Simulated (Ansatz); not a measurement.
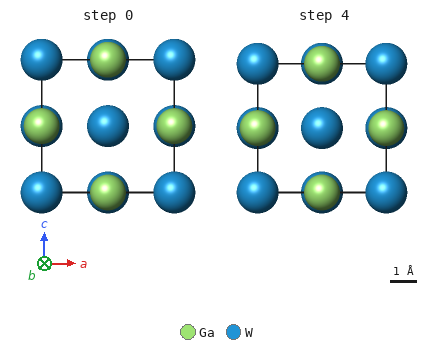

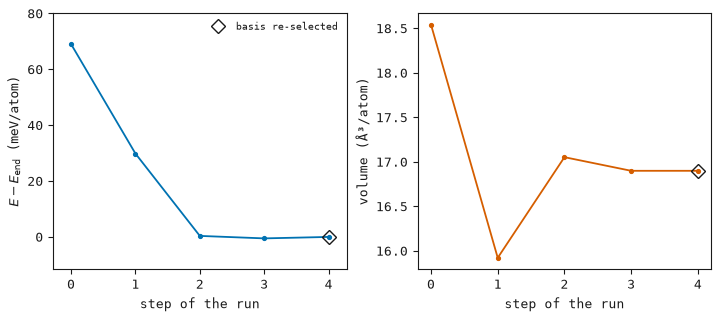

First and last geometry of a relaxation of solid GaW (a generated structure, set up in Fm-3m) (coarse preliminary run), with the history of the run. Style: spheres-only. Shown: the conventional cell (4 times the calculation's cell), along the b axis. Lengths and directions refer to the drawn axes.

Theory: DFT PBE, scalar-relativistic, plane waves, PAW in Ansatz 0.2.0.

The input:
```yaml
crystal:
  lattice:
    - [0.0, 2.64679607, 2.64679607]
    - [2.64679607, 0.0, 2.64679607]
    - [2.64679607, 2.64679607, 0.0]
  atoms:
    - { symbol: Ga, position: [0.5, 0.5, 0.5] }
    - { symbol: W, position: [0.0, 0.0, 0.0] }
basis:
  ecutwfc: 420
kpoints:
  mp_grid: { grid: [6, 6, 6] }
hamiltonian:
  xc: pbe
scf:
  occupations: { method: gaussian, width: 0.1 }
  lower_state_search: "off"
output:
  forces: true
  stress: true
  eigenvalues: true
relax:
  adjacent_minimum: "off"
  f_tol: 0.04
  max_steps: 70
  cell: { stress_tol: 0.4 }
```

Run as
```bash
ansatz run input.yaml --threads 1 --pin off --max-ram 2560MiB --backend cpu --events-out ev --progress --plain --runs-dir out
```

Q: Read the history and describe the run.

A: It converged. No atom moves by more than 0.005 Å relative to the cell. The drawn cell changes as follows: a = b = c 5.294 → 5.132 Å (−3.0 %); the volume changes by −8.9 %. Near-neighbour distances that change, for instance: Ga1–W2 2.647 → 2.566 Å. The space group stays Fm-3m (No. 225). Over 3 accepted moves (4 points after the start) the energy falls by 69.0 meV per atom. All forces vanish by symmetry, so only the cell relaxes. The pressure goes from −12.22 to −0.16 GPa. At 1 point the geometry stayed and the basis and grid were re-selected for the new cell (energy shift of 0.5 meV per atom at most each time).
